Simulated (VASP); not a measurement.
# NaPt2I with PBE: from relaxation to properties, part 3 of 5

Wanted: the relaxed cell of NaPt2I and its properties. The cell is invented: other elements were put on sites of a known structure type. It may not be a known or stable phase.

VASP 6.6.1, plane waves and PAW; the level of theory is named at each step.

Still holding for the runs below: The k-mesh is coarse for a metal.

So far. Step 3 (Relaxing cell and atoms (PBE)): It ends with a largest force of 0.008 eV/Å and a pressure of -0.01 GPa. Step 4 (Single point with fields (PBE)): In this run the pressure is -0.02 GPa, small enough to go on. The relaxed cell has a = 4.801, c = 5.885 Å (conventional setting).

## 5. Band structure (PBE)

Level of this step: PBE; plane waves and PAW (Na_pv, Pt, I); invented cell (VASP).

Levels along the symmetry lines show where the bands peak and cross; KPOINTS_OPT computes them in the converged potential.

Contents of INCAR:

```
SYSTEM = NaPt2I
PREC = Accurate
ENCUT = 400
EDIFF = 1E-06
NELM = 100
ISMEAR = 0
SIGMA = 0.05
LREAL = .FALSE.
ALGO = Normal
GGA = PE
NBANDS = 31
LORBIT = 11
LWAVE = .FALSE.
LCHARG = .FALSE.
KPAR = 2
```

Contents of POSCAR:

```
NaPt2I
1.0
    4.8010783366      0.0000000000      0.0000000000
   -2.4005391683      4.1578557924      0.0000000000
    0.0000000000      0.0000000000      5.8848318102
Na Pt I
1 2 1
Direct
    0.0000000000      0.0000000000      0.5000000000
    0.3333333300      0.6666666700      0.0251689436
    0.6666666700      0.3333333300      0.9748310564
    0.0000000000      0.0000000000      0.0000000000
```

Contents of KPOINTS:

```
Automatic mesh
0
Gamma
5 5 4
0 0 0
```

Contents of KPOINTS_OPT:

```
Line mode
16
Line-mode
Reciprocal
  0.00000000   0.00000000   0.00000000 GAMMA
  0.50000000   0.00000000   0.00000000 M

  0.50000000   0.00000000   0.00000000 M
  0.33333333   0.33333333   0.00000000 K

  0.33333333   0.33333333   0.00000000 K
  0.00000000   0.00000000   0.00000000 GAMMA

  0.00000000   0.00000000   0.00000000 GAMMA
  0.00000000   0.00000000   0.50000000 A

  0.00000000   0.00000000   0.50000000 A
  0.50000000   0.00000000   0.50000000 L

  0.50000000   0.00000000   0.50000000 L
  0.33333333   0.33333333   0.50000000 H

  0.33333333   0.33333333   0.50000000 H
  0.00000000   0.00000000   0.50000000 A

  0.50000000   0.00000000   0.50000000 L
  0.50000000   0.00000000   0.00000000 M

  0.33333333   0.33333333   0.00000000 K
  0.33333333   0.33333333   0.50000000 H
```

PAW data sets: Na_pv, Pt and I (PBE family, release 64).

Launch:

```
mpirun -np 2 vasp_std
```

Log:

```text
[... set-up lines as in an earlier step ...]
 entering main loop
       N       E                     dE             d eps       ncg     rms          rms(c)
DAV:   1     0.207048922994E+03    0.20705E+03   -0.12549E+04  1054   0.830E+02
DAV:   2    -0.744373333566E+00   -0.20779E+03   -0.18718E+03  1082   0.230E+02
DAV:   3    -0.141500777504E+02   -0.13406E+02   -0.13115E+02  1305   0.613E+01
DAV:   4    -0.144125004188E+02   -0.26242E+00   -0.26190E+00  1201   0.891E+00
DAV:   5    -0.144217203842E+02   -0.92200E-02   -0.92197E-02  1368   0.162E+00    0.136E+01
DAV:   6    -0.141604852840E+02    0.26124E+00   -0.99588E-02  1270   0.183E+00    0.803E+00
DAV:   7    -0.140566444218E+02    0.10384E+00   -0.20827E-01  1217   0.246E+00    0.149E+00
DAV:   8    -0.140548275507E+02    0.18169E-02   -0.12593E-02  1224   0.517E-01    0.143E+00
DAV:   9    -0.140545745868E+02    0.25296E-03   -0.16779E-03  1187   0.212E-01    0.842E-01
DAV:  10    -0.140552295822E+02   -0.65500E-03   -0.47134E-03  1110   0.299E-01    0.192E-01
DAV:  11    -0.140554835813E+02   -0.25400E-03   -0.26256E-04  1202   0.714E-02    0.140E-01
DAV:  12    -0.140556333134E+02   -0.14973E-03   -0.22761E-04  1103   0.615E-02    0.101E-01
DAV:  13    -0.140556331626E+02    0.15085E-06   -0.36945E-06  1268   0.916E-03
   1 F= -.14055633E+02 E0= -.14053564E+02  d E =-.413907E-02
 Start KPOINTS_OPT (optional k-point list driver)
k-point batch [1-17\144]
       N       E                     dE             ncg
DAV:   1     0.177415571008E+04   -0.52100E+04     1070
DAV:   2    -0.169796968796E+04   -0.34721E+04     1075
DAV:   3    -0.192651544011E+04   -0.22855E+03     1313
DAV:   4    -0.193127506625E+04   -0.47596E+01     1152
DAV:   5    -0.193142936545E+04   -0.15430E+00     1357
DAV:   6    -0.193143227773E+04   -0.29123E-02     1188
DAV:   7    -0.193143240526E+04   -0.12753E-03     1417
DAV:   8    -0.193143241165E+04   -0.63873E-05     1044
DAV:   9    -0.193143241197E+04   -0.32299E-06      807
[...]
k-point batch [137-144\144]
       N       E                     dE             ncg
DAV:   1     0.848678111350E+04   -0.62114E+04      496
DAV:   2     0.683973148285E+04   -0.16470E+04      496
DAV:   3     0.673352532393E+04   -0.10621E+03      633
DAV:   4     0.673125957087E+04   -0.22658E+01      531
DAV:   5     0.673118777031E+04   -0.71801E-01      705
DAV:   6     0.673118675114E+04   -0.10192E-02      538
DAV:   7     0.673118670102E+04   -0.50121E-04      714
DAV:   8     0.673118669875E+04   -0.22702E-05      449
DAV:   9     0.673118669864E+04   -0.11056E-06      389
```

It took 1.8 min on 2 MPI ranks of AMD EPYC 7R43, shared host; peak memory 0.42 GiB; 3.5 min of CPU time.

Parts of OUTCAR (step 5):

```text
   k-points           NKPTS =     17   k-points in BZ     NKDIM =     17   number of bands    NBANDS=     31

   NELECT =      34.0000    total number of electrons

 E-fermi :   4.4474

 k-point     1 :       0.0000    0.0000    0.0000
  band No.  band energies     occupation
    ...
     12       1.6909      2.00000
     13       1.6909      2.00000
     14       2.9870      2.00000
     15       2.9870      2.00000
     16       3.0802      2.00000
     17       5.9620      0.00000
     18       5.9620      0.00000
     19       6.1537      0.00000
     20       7.4945      0.00000
     21       7.4945      0.00000
    ...

  Total       -0.0081078     -0.0081078     -0.0352643      0.0000000      0.0000000      0.0000000
  in kB       -0.1105786     -0.1105786     -0.4809535      0.0000000      0.0000000      0.0000000
  external PRESSURE =      -0.2340369 kB  Pullay stress =       0.0000000 kB

 POSITION                                       TOTAL-FORCE (eV/Angst)
 -----------------------------------------------------------------------------------
      0.00000      0.00000      2.94242         0.000000      0.000000      0.000000
     -0.00000      2.77190      0.14811        -0.000000      0.000000     -0.008613
      2.40054      1.38595      5.73672        -0.000000     -0.000000      0.008613
      0.00000      0.00000      0.00000         0.000000      0.000000      0.000000
 -----------------------------------------------------------------------------------
    total drift:                               -0.000000      0.000000     -0.000000

  FREE ENERGIE OF THE ION-ELECTRON SYSTEM (eV)
  ---------------------------------------------------
  free  energy   TOTEN  =       -14.0556331626 eV

  energy  without entropy=      -14.0514940930  energy(sigma->0) =      -14.05356363

[... 7 parts as in an earlier step ...]

[... 9 further parts left out ...]
```

Spin-orbit coupling is off here; with elements this heavy it splits and shifts levels by tenths of an eV or more.

Numbers from this step:

```
bands    : 31
pressure : -0.02340 GPa
```

Electronic bands along the path, in eV, zero at the Fermi level; # counts the bands kept, so #1 is VASP's band 5:

```tsv
point	#10	#11	#12	#13	#14	#15	#16	#17
Γ	-1.46	-1.46	-1.37	1.52	1.52	1.71	3.05	3.05
M	-1.68	-1.55	-1.27	-1.08	0.46	2.15	2.60	3.09
K	-1.83	-1.83	-1.09	-0.57	2.28	3.10	3.10	3.94
Γ	-1.46	-1.46	-1.37	1.52	1.52	1.71	3.05	3.05
A	-1.47	-1.47	-1.36	0.84	1.53	1.53	3.19	3.19
L	-1.70	-1.50	-1.29	-1.08	0.59	0.95	2.81	4.22
H	-1.71	-1.71	-1.07	-0.59	1.77	1.77	4.33	4.33
A	-1.47	-1.47	-1.36	0.84	1.53	1.53	3.19	3.19
jump to L	-1.70	-1.50	-1.29	-1.08	0.59	0.95	2.81	4.22
M	-1.68	-1.55	-1.27	-1.08	0.46	2.15	2.60	3.09
jump to K	-1.83	-1.83	-1.09	-0.57	2.28	3.10	3.10	3.94
H	-1.71	-1.71	-1.07	-0.59	1.77	1.77	4.33	4.33
```

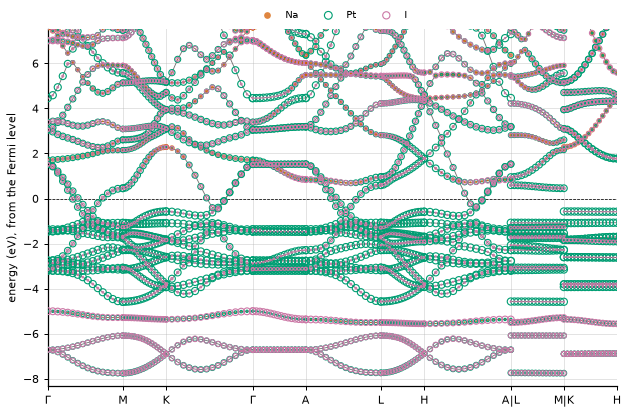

Electronic bands along the path; dots are coloured as in the legend, and their area grows with the weight.

There is no gap at this level.

## 6. Total and projected DOS (PBE)

A density of states needs more k-points than a total energy; ISMEAR = -5 takes tetrahedra, and LORBIT projects the states on the PAW spheres. The mesh is finer than in the run before.

INCAR, as its differences from that of step 5:

```diff
@@ -5,3 +5,3 @@
 NELM = 100
-ISMEAR = 0
+ISMEAR = -5
 SIGMA = 0.05
@@ -15 +15,2 @@
 KPAR = 2
+NEDOS = 2001
```

POSCAR is that of step 5.

Contents of KPOINTS:

```
Automatic mesh
0
Gamma
7 7 5
0 0 0
```

Launch:

```
mpirun -np 2 vasp_std
```

Log:

```text
[... set-up lines as in an earlier step ...]
 entering main loop
       N       E                     dE             d eps       ncg     rms          rms(c)
DAV:   1     0.202633267005E+03    0.20263E+03   -0.12715E+04  1984   0.822E+02
DAV:   2    -0.172123270743E+01   -0.20435E+03   -0.18636E+03  2056   0.229E+02
DAV:   3    -0.142246769897E+02   -0.12503E+02   -0.12226E+02  2419   0.588E+01
DAV:   4    -0.144665763966E+02   -0.24190E+00   -0.24153E+00  2257   0.855E+00
DAV:   5    -0.144749861410E+02   -0.84097E-02   -0.84072E-02  2588   0.154E+00    0.146E+01
DAV:   6    -0.142087483113E+02    0.26624E+00   -0.10780E-01  2350   0.185E+00    0.861E+00
DAV:   7    -0.141025106577E+02    0.10624E+00   -0.22737E-01  2289   0.256E+00    0.137E+00
DAV:   8    -0.140996032019E+02    0.29075E-02   -0.16579E-02  2331   0.630E-01    0.141E+00
DAV:   9    -0.140993507681E+02    0.25243E-03   -0.13852E-03  2275   0.179E-01    0.982E-01
DAV:  10    -0.141003210793E+02   -0.97031E-03   -0.66212E-03  2082   0.350E-01    0.967E-02
DAV:  11    -0.141004845071E+02   -0.16343E-03   -0.61084E-04  2355   0.122E-01    0.160E-01
DAV:  12    -0.141006730483E+02   -0.18854E-03   -0.38160E-04  2075   0.695E-02    0.410E-02
DAV:  13    -0.141006813117E+02   -0.82634E-05   -0.12369E-05  2363   0.156E-02    0.340E-02
DAV:  14    -0.141006775451E+02    0.37666E-05   -0.10262E-05  2096   0.105E-02    0.668E-02
DAV:  15    -0.141006771374E+02    0.40774E-06   -0.37823E-07  1762   0.289E-03
   1 F= -.14100677E+02 E0= -.14100677E+02  d E =0.000000E+00
 -----------------------------------------------------------------------------
|                                                                             |
|           W    W    AA    RRRRR   N    N  II  N    N   GGGG   !!!           |
|           W    W   A  A   R    R  NN   N  II  NN   N  G    G  !!!           |
|           W    W  A    A  R    R  N N  N  II  N N  N  G       !!!           |
|           W WW W  AAAAAA  RRRRR   N  N N  II  N  N N  G  GGG   !            |
|           WW  WW  A    A  R   R   N   NN  II  N   NN  G    G                |
|           W    W  A    A  R    R  N    N  II  N    N   GGGG   !!!           |
|                                                                             |
|     Tetrahedron method does not include variations of the Fermi             |
|     occupations, so forces and stress will be inaccurate. We suggest        |
|     using a different smearing scheme ISMEAR = 1 or 2 for metals in         |
|     relaxations.                                                            |
|                                                                             |
 -----------------------------------------------------------------------------
```

Run time: 38 s. Hardware: 2 MPI ranks; peak memory 0.41 GiB; 74 s of CPU time.

OUTCAR, selected parts (step 6):

```text
   k-points           NKPTS =     32   k-points in BZ     NKDIM =     32   number of bands    NBANDS=     31

   NELECT =      34.0000    total number of electrons

 E-fermi :   4.2804

 k-point     1 :       0.0000    0.0000    0.0000
  band No.  band energies     occupation
    ...
     12       1.6954      2.00000
     13       1.6954      2.00000
     14       2.9908      2.00000
     15       2.9908      2.00000
     16       3.0843      2.00000
     17       5.9650      0.00000
     18       5.9651      0.00000
     19       6.1551      0.00000
     20       7.4986      0.00000
     21       7.4986      0.00000
    ...

  Total        0.1700819      0.1700819      0.0559317      0.0000000     -0.0000000      0.0000000
  in kB        2.3196711      2.3196710      0.7628270      0.0000000     -0.0000000      0.0000000
  external PRESSURE =       1.8007230 kB  Pullay stress =       0.0000000 kB

 POSITION                                       TOTAL-FORCE (eV/Angst)
 -----------------------------------------------------------------------------------
      0.00000      0.00000      2.94242         0.000000      0.000000      0.000000
     -0.00000      2.77190      0.14811        -0.000000     -0.000000     -0.063488
      2.40054      1.38595      5.73672         0.000000      0.000000      0.063488
      0.00000      0.00000      0.00000        -0.000000      0.000000      0.000000
 -----------------------------------------------------------------------------------
    total drift:                               -0.000000      0.000000     -0.000000

  FREE ENERGIE OF THE ION-ELECTRON SYSTEM (eV)
  ---------------------------------------------------
  free  energy   TOTEN  =       -14.1006771374 eV

  energy  without entropy=      -14.1006771374  energy(sigma->0) =      -14.10067714

[... 6 parts as in an earlier step ...]

[... 10 further parts left out ...]
```

With tetrahedra the forces and stress of a metal are not exact derivatives of the energy.

This step gave:

- SCF cycles: 15
- irreducible k-points: 32
- free energy (TOTEN): -14.10 eV
- Fermi energy: 4.280 eV
- pressure: 0.1801 GPa
- DOS at the Fermi level: 1.278 states/eV/cell

The density of states has structure finer than the step of the table below, so its rows give means over 1 eV, whole bins alone (the curve runs from -12.0 to 5.23 eV). Peaks (eV: height): total -2.8: 9.27, -1.5: 9.47, -1.2: 9.64, -1.0: 20.2; Pt d -2.8: 7.44, -1.5: 7.32, -1.2: 7.97, -1.0: 17.4; Pt s -7.4: 1.47, -4.0: 0.348, -1.5: 0.339, 3.2: 0.436; I p -7.4: 1.84, -6.0: 2.07, -5.2: 2.84, -1.0: 0.507; Pt p -6.1: 0.389, -3.1: 0.348, -2.9: 0.300, 3.2: 0.315.

States under -12.0 eV and over 5.2 eV are left out. The density of states by energy, zero at the Fermi level; means over each step; values in states/eV/cell:

```tsv
energy (eV)	total	Pt d	Pt s	I p	Pt p	Na p
-9	0	0	0	0	0	0
-8	0.215	0.0305	0.0531	0.0603	0.00629	6.5e-5
-7	1.83	0.355	0.354	0.526	0.0574	4.5e-4
-6	1.95	0.466	0.0615	0.689	0.129	5.1e-4
-5	2.00	0.311	0.00585	0.738	0.0258	0.0141
-4	1.71	1.22	0.152	0.0251	0.0566	3.4e-4
-3	5.45	4.25	0.0823	0.0973	0.176	0.00236
-2	5.10	3.66	0.223	0.130	0.0562	0.00555
-1	6.98	5.77	0.159	0.201	0.0677	0.00429
0	1.34	0.622	0.128	0.133	0.105	0.00121
1	1.78	0.418	0.158	0.145	0.156	0.0123
2	1.43	0.202	0.103	0.0574	0.120	0.0126
3	2.30	0.304	0.221	0.149	0.203	0.0149
4	2.35	0.395	0.245	0.288	0.181	0.0237
```

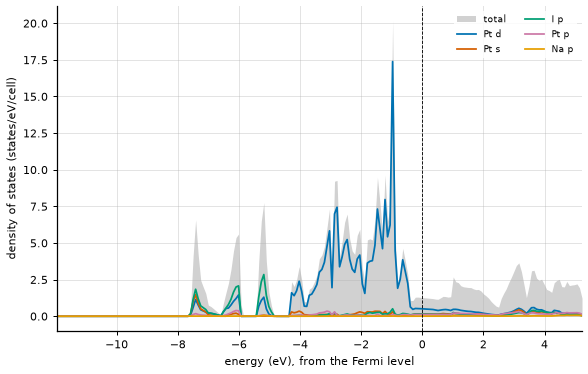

Density of states against energy.

Force by atom:

```tsv
atom	x (eV/Å)	y (eV/Å)	z (eV/Å)	size
Na1	0.0000	0.0000	0.0000	0.0000
Pt2	0.0000	0.0000	-0.0635	0.0635
Pt3	0.0000	0.0000	0.0635	0.0635
I4	0.0000	0.0000	0.0000	0.0000
```

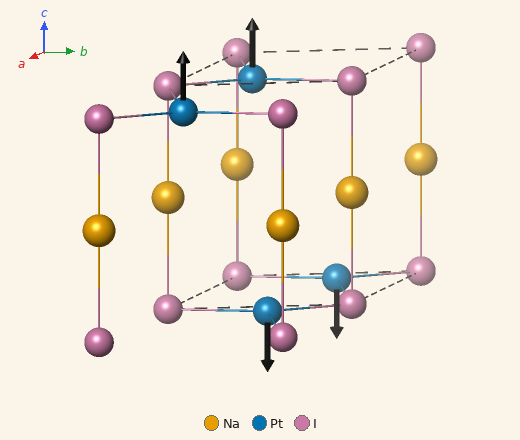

Force as arrows, the longest 0.0635 eV/Å. 2×1×1 cells are drawn. Some periodic images of atoms are drawn too.

The finer mesh and the other smearing move the Fermi level by -0.17 eV from the 5×5×4 run, one measure of the sampling error in the zero of the bands above. Of the states within 0.3 eV of the Fermi level, the largest shares in the PAW spheres are Pt d 40 %, Pt s 11 % and I p 11 %. The rest lies in smaller channels or between the spheres.

(Part 3 of 5 ends here.)

[Lines on the potential files, build, host, timing and source positions are cut from VASP's logs without a mark.]

[Logs are printed without paths, hosts, clocks, repeated set-up lines and the standing remarks that a program may print on its own settings, such as how far it seeks lower states.]

[Hosts, paths, dates, database ids (printed as entryN), source tags and the programs' standing remarks are cut or masked in the printed files.]

[A measured line is paired with the nearest computed mode of its activity, which favours agreement.]

[In band tables of VASP the shares of atoms and orbitals are scaled to a sum of 1 inside the atoms' spheres.]
